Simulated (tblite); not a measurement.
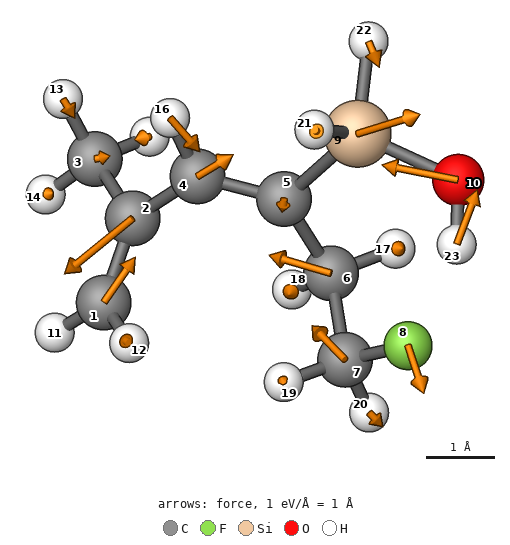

Starting geometry of C₇H₁₃FOSi with the computed forces as orange arrows. Style: ball-and-stick. Shown at a tilt.

Theory: GFN2-xTB geometry optimisation, gas phase in tblite 0.8.0. 

### Is this structure relaxed? If not, where do the atoms go?

It isn't relaxed: the largest force vector, on a C atom, is 1.43 eV/Å. The final displacements have little in common with the starting forces (cosine between the two patterns 0.15). After 121 geometry steps the energy has fallen by 0.288 eV. An H atom moves most after the best rigid fit: 0.63 Å. By element the largest moves are H 0.63 Å, C 0.41 Å, O 0.40 Å, F 0.18 Å, Si 0.02 Å. Among the contacts that change: O–Si 1.662 → 1.620 Å, C–C 1.530 → 1.505 Å, H–Si 1.481 → 1.457 Å, C–H 1.107 → 1.084 Å. Among the angles between lasting bonds that change: O–Si–H 108.8° → 101.6°, Si–O–H 113.7° → 120.5°, H–Si–H 108.9° → 113.3°.
